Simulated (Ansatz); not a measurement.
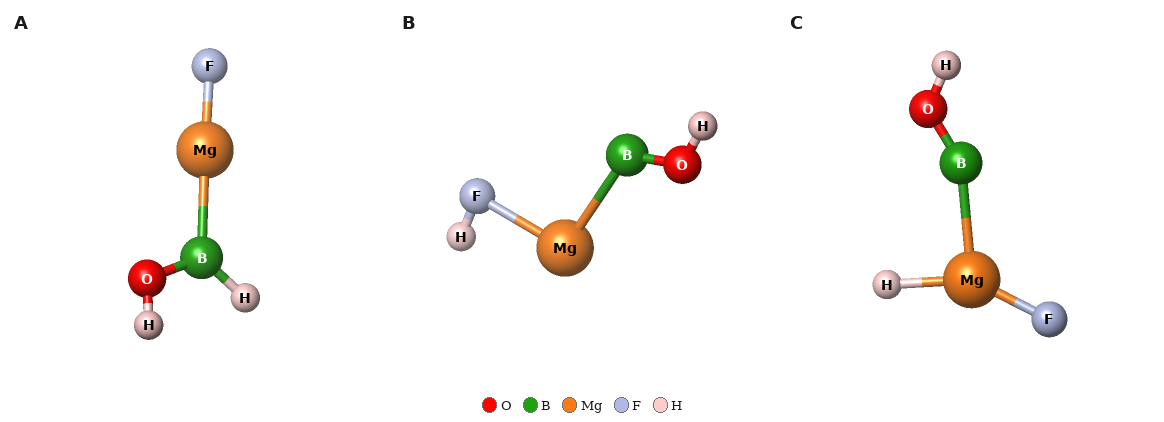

3 stationary structures of one formula. Geometries: PBE-D4/def2-SVP. Electronic energies: PBE-D4/def2-SVP (Ansatz 0.2.0), without zero-point energy. No frequency run is at hand to confirm each as a minimum.

### Which is lowest in energy, and by how much?

A is lowest (Cs); C lies 36.5 kcal/mol above it (Cs), B lies 77.9 kcal/mol above it (Cs).
